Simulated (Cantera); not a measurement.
Input: 1 mol Cr, 0.016 mol O2, 2.3 mol H2, equilibrated at 100 Torr.

Method: chemical equilibrium by Gibbs-energy minimisation in Cantera with the NASA 1993 tables (ideal gas, pure condensed phases). Candidate condensed phases: Cr, Cr2O3, H2O; 13 gas species. Rates play no part.

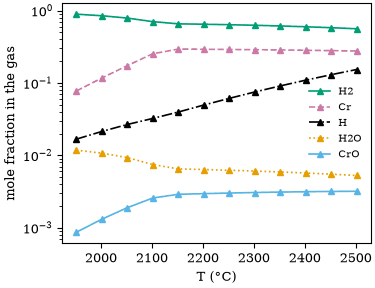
Figure. Equilibrium gas composition (values under 1e-9 drawn at 1e-9)

From 1952 °C to 2102 °C the condensed part is Cr(l). From 2152 °C to 2502 °C nothing is condensed. The main Cr-bearing gas is Cr throughout.
